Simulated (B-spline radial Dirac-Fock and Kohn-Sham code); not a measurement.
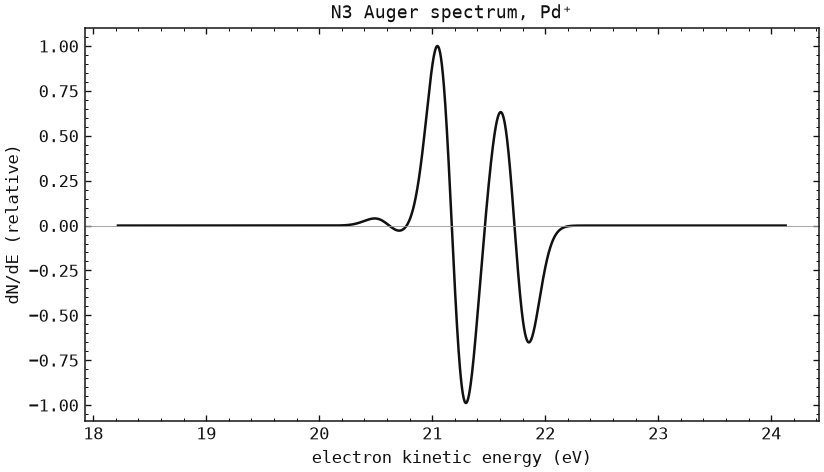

Figure. Auger and Coster–Kronig groups that fill an N3 (4p3/2) hole, broadened by 0.30 eV full width and differentiated. Kinetic energies count from the vacuum level; very weak lines are left out. It refers to palladium in charge state +1 (Pd⁺), configuration [Kr] 4d9. Computed with a B-spline radial atomic code: independent-particle Coulomb rates on relativistic LDA orbitals, configuration-average energies from Dirac–Fock. Widths ruled by Coster–Kronig decay come out up to twice the measured ones in this model.

The strongest group is N3-N4N5 at 21.17 eV (59 % of the non-radiative width), followed by N3-N5N5 at 21.73 eV (38 %), N3-N4N4 at 20.62 eV (2.3 %). The lines shown span 20.62 eV to 21.73 eV.
